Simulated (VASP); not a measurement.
Given:

```yaml
crystal:
  lattice:
    - [3.26979, 0.00000, 0.00000]
    - [0.00000, 3.26979, 0.00000]
    - [0.00000, 0.00000, 3.26979]
  atoms:
    - { symbol: In, position: [0.50000, 0.50000, 0.50000] }
    - { symbol: Pd, position: [0.00000, 0.00000, 0.00000] }
```

All values below come from PBE GGA with D4 dispersion, VASP's PBE PAW potentials (set 64) (plane waves; VASP). Numerical set-up: 520 eV cut-off, 13×13×13 Γ-centred mesh, tetrahedra with Blöchl corrections, potentials In_d Pd.

Unless said otherwise, spin-orbit coupling is left out, though it shifts the bands of the heavy elements here.

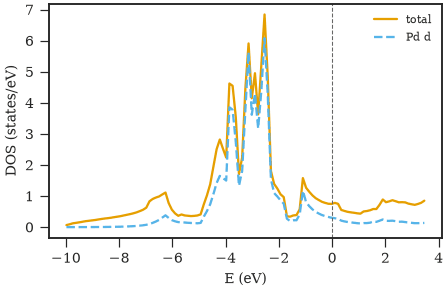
Total and projected density of states, zero at the Fermi level

Within 2 eV below the Fermi level the largest weight inside VASP's projection spheres is Pd d.

It has no gap at this level: it comes out as a metal or semimetal.

The compound is PdIn in the CsCl type structure. It was relaxed first. The electron count is odd and the run is not spin-polarised, which forces a metal.
